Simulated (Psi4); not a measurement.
**UMP3/cc-pVTZ run of NS (Mononitrogen monosulfide)**

Aim: the vertical doublet–quartet gap of NS (Mononitrogen monosulfide) at UMP3/cc-pVTZ, from 2 runs. 

The calculation is run with Psi4 1.11.

5 further runs of the same task are left out: 5 that didn't finish.

### Step 1. The molecule

NS: 2 atoms, total charge 0, spin state doublet. As SMILES, `[N]=S`. The shape is that of a PBE0-D4/def2-TZVP optimisation.

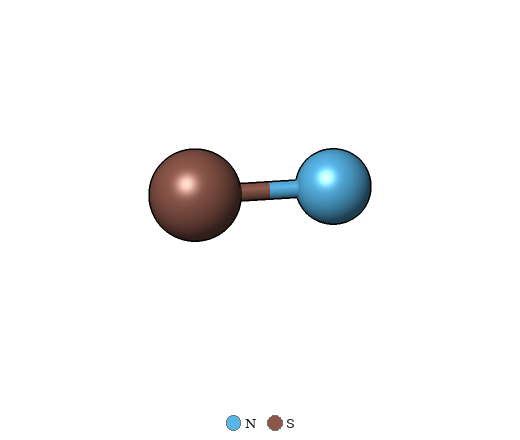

Viewed from a chosen angle; nitrogen blue, sulfur brown.

### Step 2. A single-point energy at UMP3/cc-pVTZ

Input file ns.xyz:

```xyz
2
NS
N      0.000000     0.000000    -0.011220
S      0.000000     0.000000     1.474400
```

Input file ns_ase.py:

```python
import numpy as np
from ase.calculators.psi4 import Psi4
from ase.io import read

mol = read('ns.xyz')
calc = Psi4(atoms=mol, method='mp3', basis='cc-pVTZ', memory='2200MB', num_threads=1, charge=0, multiplicity=2, label='calc', reference='uhf')
calc.psi4.set_options({'puream': True, 'e_convergence': 1e-09, 'd_convergence': 1e-08, 'scf_type': 'pk', 'num_frozen_docc': 6, 'maxiter': 100, 'mp_type': 'conv'})
mol.calc = calc

print(f'energy: {mol.get_potential_energy():.6f} eV')
```

Command:

```
$ python ns_ase.py
```

calc.dat:

```text
[...]
  Running in c1 symmetry.
[...]
  Nuclear repulsion =   39.894352253631489
[...]
  Multiplicity = 2
[...]
  Nalpha       = 12
  Nbeta        = 11
[...]
    Number of basis functions: 64
[...]
   @UHF iter   1:  -451.87678438015149   -5.53485e-01   5.04496e-03 ADIIS/DIIS
[...]
   @UHF iter  19:  -451.94512664509909   -2.72848e-12   6.99985e-09 DIIS
[...]
   @S^2 Observed:                8.197074980E-01
[...]
    Orbital Energies [Eh]
    ---------------------
    Alpha Occupied:
       1A    -92.029994     2A    -15.665086     3A     -9.032304
       4A     -6.715932     5A     -6.714737     6A     -6.710257
       7A     -1.254286     8A     -0.830549     9A     -0.616570
      10A     -0.564559    11A     -0.497116    12A     -0.367713
    Alpha Virtual:
      13A      0.033711    14A      0.177346    15A      0.395864
      16A      0.398651    17A      0.433712    18A      0.485739
      19A      0.486276    20A      0.492199    21A      0.575873
      22A      0.610582    23A      0.636350    24A      0.650755
      25A      0.706556    26A      1.017008    27A      1.099226
[...]
  @UHF Final Energy:  -451.94512664509909
   => Energetics <=
    Nuclear Repulsion Energy =             39.8943522536314887
    One-Electron Energy =                -702.4172419135575183
    Two-Electron Energy =                 210.5777630148269566
    Total Energy =                       -451.9451266450990943
  UHF NO Occupations:
  HONO-2 :   10  A 1.9913544
  HONO-1 :   11  A 1.9766192
[...]
 Multipole Moments:
 ------------------------------------------------------------------------------------
     Multipole            Electronic (a.u.)      Nuclear  (a.u.)        Total (a.u.)
 ------------------------------------------------------------------------------------
 L = 1.  Multiply by 2.5417464519 to convert [e a0] to [Debye]
 Dipole X            :         -0.0000000            0.0000000           -0.0000000
 Dipole Y            :          0.0000000            0.0000000            0.0000000
 Dipole Z            :          0.6483073            0.0149414            0.6632487
 Magnitude           :                                                    0.6632487
[...]
	SCS-MP2 Total Energy (a.u.)        :  -452.28022065784802
	SOS-MP2 Total Energy (a.u.)        :  -452.27634506380525
[...]
	SOS-PI-MP2 Total Energy (a.u.)     :  -452.30182340370573
[...]
	MP2 Total Energy (a.u.)            :  -452.28797184593367
[...]
	SCS-MP3 Total Energy (a.u.)        :  -452.28278999885470
[...]
	MP3 Total Energy (a.u.)            :  -452.29824920996043
[...]
```

The script printed:

```text
energy: -12307.662257 eV
```

Run time: 15 s. Hardware: 1 thread of Intel Xeon at 2.50GHz (Skylake/Cascade Lake), shared host; peak memory 0.46 GiB.

### Step 3. The quartet at the same level

Input file calc.py:

```python
import psi4

psi4.set_memory('2200 MB')
psi4.set_num_threads(1)
psi4.core.set_output_file('output.dat', False)

molecule = psi4.geometry("""
0 4
N      0.000000     0.000000    -0.011220
S      0.000000     0.000000     1.474400
units angstrom
symmetry c1
no_reorient
no_com
""")

psi4.set_options({
    'basis': 'cc-pVTZ',
    'reference': 'uhf',
    'puream': True,
    'e_convergence': 1e-09,
    'd_convergence': 1e-08,
    'scf_type': 'pk',
    'num_frozen_docc': 6,
    'maxiter': 100,
    'mp_type': 'conv',
})

e_tot = psi4.energy("mp3")
print(f'mp3 energy: {e_tot:.10f} Eh')
```

Command:

```
$ python calc.py
```

output.dat:

```text
[...]
  Running in c1 symmetry.
[...]
  Nuclear repulsion =   39.894352253631482
[...]
  Multiplicity = 4
[...]
  Nalpha       = 13
  Nbeta        = 10
[...]
    Number of basis functions: 64
[...]
   @UHF iter   1:  -451.77340901390460   -4.50110e-01   4.13081e-03 DIIS/ADIIS
[...]
   @UHF iter  15:  -451.85145677434269   -9.09495e-13   2.35571e-09 DIIS
[...]
   @S^2 Observed:                3.811628357E+00
[...]
    Orbital Energies [Eh]
    ---------------------
    Alpha Occupied:
       1A    -92.015487     2A    -15.700647     3A     -9.015075
       4A     -6.698969     5A     -6.698661     6A     -6.698661
       7A     -1.321501     8A     -0.921326     9A     -0.663229
      10A     -0.649694    11A     -0.649694    12A     -0.375226
      13A     -0.375226
    Alpha Virtual:
      14A      0.180761    15A      0.409056    16A      0.409056
      17A      0.444248    18A      0.452697    19A      0.501720
      20A      0.501720    21A      0.542978    22A      0.606210
      23A      0.606210    24A      0.623723    25A      0.623723
[...]
  @UHF Final Energy:  -451.85145677434269
   => Energetics <=
    Nuclear Repulsion Energy =             39.8943522536314816
    One-Electron Energy =                -702.3679930867006078
    Two-Electron Energy =                 210.6221840587264182
    Total Energy =                       -451.8514567743426937
  UHF NO Occupations:
  HONO-2 :   11  A 1.0000000
  HONO-1 :   12  A 1.0000000
[...]
 Multipole Moments:
 ------------------------------------------------------------------------------------
     Multipole            Electronic (a.u.)      Nuclear  (a.u.)        Total (a.u.)
 ------------------------------------------------------------------------------------
 L = 1.  Multiply by 2.5417464519 to convert [e a0] to [Debye]
 Dipole X            :         -0.0000000            0.0000000           -0.0000000
 Dipole Y            :         -0.0000000            0.0000000           -0.0000000
 Dipole Z            :        -44.6067723           44.4309761           -0.1757962
 Magnitude           :                                                    0.1757962
[...]
	SCS-MP2 Total Energy (a.u.)        :  -452.13194771167895
	SOS-MP2 Total Energy (a.u.)        :  -452.12573867449811
[...]
	SOS-PI-MP2 Total Energy (a.u.)     :  -452.14683728220240
[...]
	MP2 Total Energy (a.u.)            :  -452.14436578604051
[...]
	SCS-MP3 Total Energy (a.u.)        :  -452.13736587687220
[...]
	MP3 Total Energy (a.u.)            :  -452.16603844681345
[...]
```

On the terminal:

```text
mp3 energy: -452.1660384468 Eh
```

It took 14 s on 1 thread of Intel Xeon at 2.50GHz (Skylake/Cascade Lake), shared host; peak memory 0.42 GiB.

### Step 4. What came out

Level: UMP3/cc-pVTZ, 6 core orbitals frozen.

```
                                                           quantity          value
                                              doublet: total energy  -452.29825 Eh
doublet: HOMO energy (Hartree–Fock orbitals) (highest over α and β)      -10.01 eV
 doublet: LUMO energy (Hartree–Fock orbitals) (lowest over α and β)        0.84 eV
               doublet: correlation energy (6 core orbitals frozen)     -353.1 mEh
                         doublet: ⟨S²⟩ of the reference determinant          0.820
                                              quartet: total energy  -452.16604 Eh
quartet: HOMO energy (Hartree–Fock orbitals) (highest over α and β)      -10.21 eV
 quartet: LUMO energy (Hartree–Fock orbitals) (lowest over α and β)       -1.15 eV
               quartet: correlation energy (6 core orbitals frozen)     -314.6 mEh
                         quartet: ⟨S²⟩ of the reference determinant          3.812
                   vertical energy of the quartet above the doublet       3.598 eV
```

**Reading.** At this shape the quartet lies 3.60 eV (347 kJ/mol) above the doublet.
